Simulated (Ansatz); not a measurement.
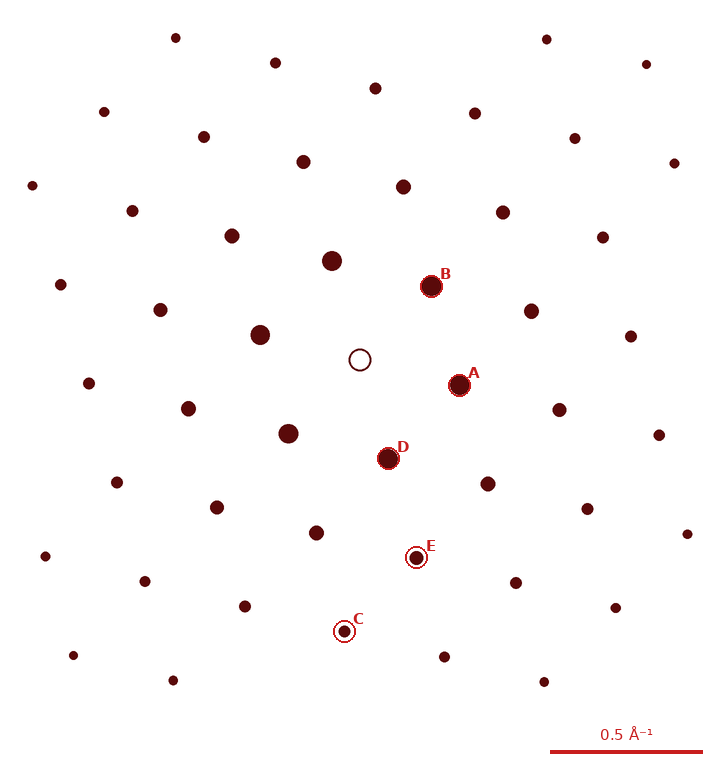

The pattern is a kinematic simulation for 200 kV electrons (no multiple scattering; isotropic B = 0.5 Å²). The zone axis points towards the electron source and the pattern is seen from the source side.

Na, space group Im-3m (No. 229), a = 4.17 Å. Structure: the input geometry of an electronic-structure calculation (not necessarily at equilibrium).

Spot A is indexed -1 0 1 and spot B 0 -1 1.

Question: Index the other marked spots.

Answer: C = 2A − 3B = -2 3 -1 (d = 1.115 Å). D = A − B = -1 1 0 (d = 2.950 Å). E = 2A − 2B = -2 2 0 (d = 1.475 Å).

Question: Find the zone axis.

Answer: The cross product of A and B is parallel to [111]; every spot obeys hu + kv + lw = 0.
